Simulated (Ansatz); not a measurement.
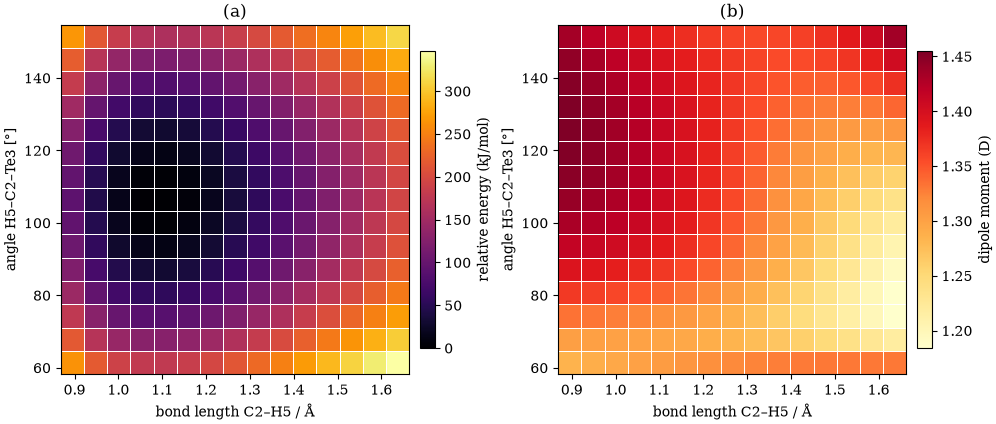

CH3FTe, SMILES FC[TeH]. First axis: bond length C2–H5. Second axis: angle H5–C2–Te3. Nothing is relaxed (all other coordinates rigid). Grid: 15 × 15 points. Energies are in kJ/mol, from the lowest grid point. The reference is spin-restricted, which grows unreliable where a bond is stretched far. All numbers below come from RKS PBE0-D4/def2-TZVP (Ansatz 0.2.0).

Panel (a) is the energy; panel (b) is the computed dipole moment, in D.

Drawn: one coloured cell a grid point.

Question: How does the dipole moment vary over the map, and what is it at the lowest grid point?

Answer: Leaving out the highest fifth of the energies, it runs from 1.21 D at bond length C2–H5 = 1.584 Å, angle H5–C2–Te3 = 87.1° to 1.45 D at bond length C2–H5 = 0.895 Å, angle H5–C2–Te3 = 125.7°. At the lowest grid point, bond length C2–H5 = 1.107 Å, angle H5–C2–Te3 = 106.4°, it is 1.41 D.
